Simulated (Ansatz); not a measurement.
**BrCl₃Si···H₂O: density, localisation and related maps**

```yaml
atoms:
  - { symbol: Si, position_ang: [0.6656, -0.3658, -0.6603] }
  - { symbol: O, position_ang: [-0.8498, -0.7785, 2.5225] }
  - { symbol: H, position_ang: [-1.3351, 0.0240, 2.6420] }
  - { symbol: Cl, position_ang: [1.4981, -0.0488, -2.5010] }
  - { symbol: Cl, position_ang: [0.1853, 1.4576, 0.1252] }
  - { symbol: Cl, position_ang: [-1.0042, -1.4987, -0.8997] }
  - { symbol: Br, position_ang: [2.1524, -1.3836, 0.6006] }
  - { symbol: H, position_ang: [-0.1882, -0.7724, 3.1976] }
```

Level of theory: Ansatz, RHF/def2-SVP.

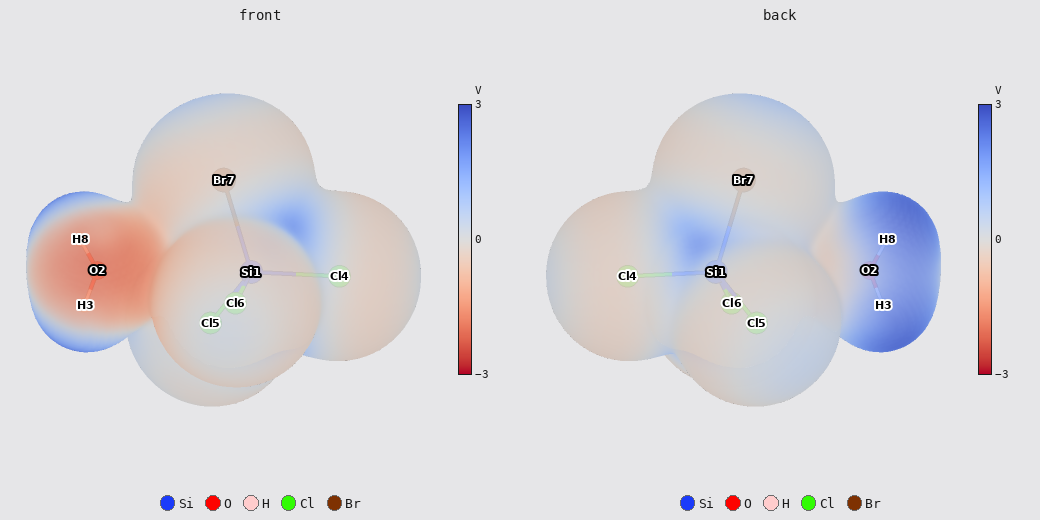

Figure 1. The molecular electrostatic potential painted on the density surface at 0.002 e/bohr³, seen from the front and from behind; the colour scale runs from red (negative) to blue (positive).

### Which sites attract a positive test charge, and which a negative one?

A positive charge is drawn to the negative regions and a negative charge to the positive ones. The most negative region (about −1.8 V, or −42 kcal/mol for a unit charge) lies over O2, the most positive (about +2.4 V, or +55 kcal/mol for a unit charge) over H3 and H8. Cl6 shows a σ-hole: about +0.2 V at the tip opposite its bond, against about −0.6 V, or −14 kcal/mol for a unit charge on its flanks. Br7 shows a σ-hole: about +0.7 V, or +16 kcal/mol for a unit charge at the tip opposite its bond, against about −0.1 V on its flanks. O2 is the likeliest acceptor of a hydrogen bond.

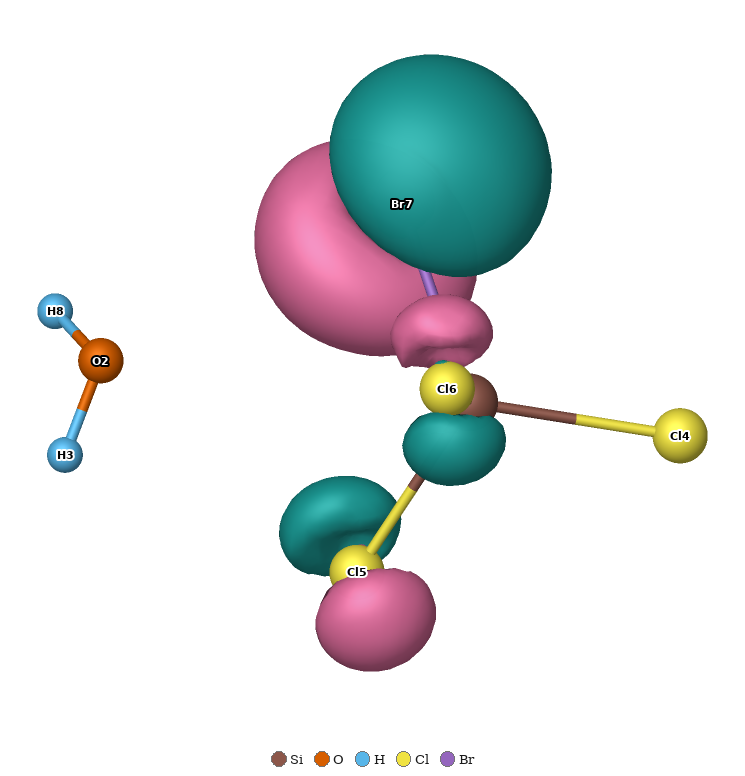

Figure 2. The HOMO−1 at ±0.15 Å⁻³ᐟ² (teal and pink are the two phases), seen at an oblique angle.

### Describe this orbital and give its energy.

Its weight (Hirshfeld) is mainly on Br7 (about 75 %), Cl5 (about 10 %) and Cl6 (about 5 %); largely a lone pair of Br7. Its energy is −11.94 eV.

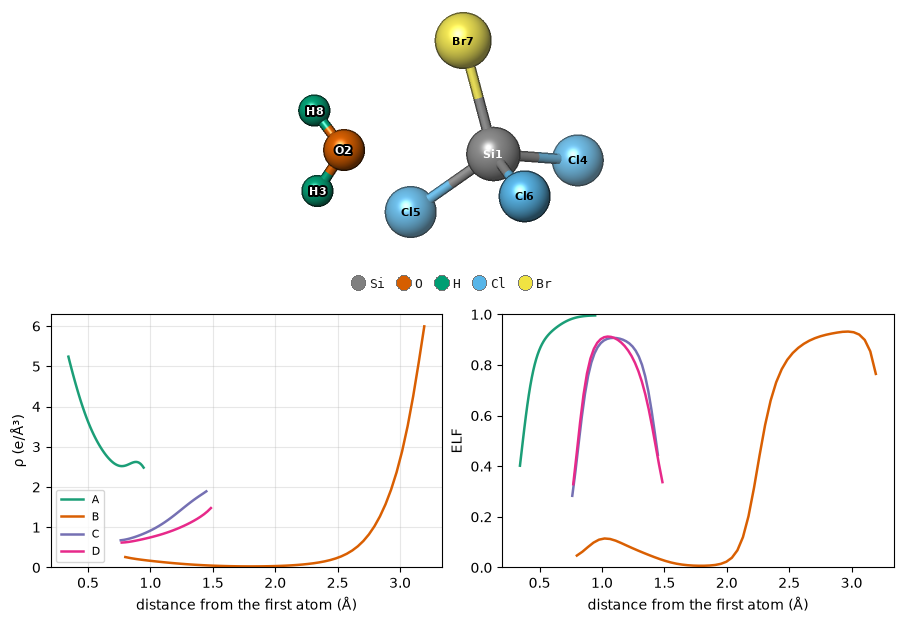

Figure 3. Total electron density and electron localisation function along straight lines between neighbouring atoms. The curves leave out the atomic cores. The structure is drawn too.

### Which curve belongs to which contact (O–H, Si–Br, Si–Cl and Si–O)? The first atom named is at distance zero.

Curve A: O–H (0.95 Å): ρ at the midpoint is about 3.9 e/Å³; the ELF climbs to about 1 towards the hydrogen, as it does in any bond to H: a covalent bond by its length. Curve B: Si1···O2 (3.55 Å): the density falls to about 0.03 e/Å³ on the way; the ELF dips to about 0 between them: a weak contact between the two molecules. Curve C: Si–Cl (2.03 Å): ρ is about 0.94 e/Å³ halfway; the ELF peaks at about 0.90 between the atoms, as expected for a shared but strongly polarised pair. Curve D: Si–Br (2.20 Å): ρ at the midpoint is about 0.83 e/Å³; the ELF peaks at about 0.90 between the atoms: a shared but strongly polarised pair.

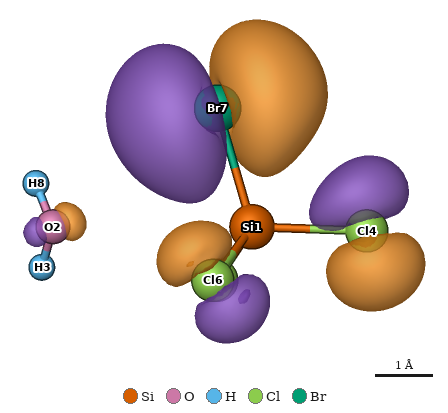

Figure 4. The HOMO at ±0.08 Å⁻³ᐟ² (orange and purple are the two phases), seen across its widest extent.

### What is the character of this orbital?

By Hirshfeld shares it lies mainly on Br7 (about 75 %) and Cl4 (about 10 %); largely a lone pair of Br7. Its energy is −11.87 eV.
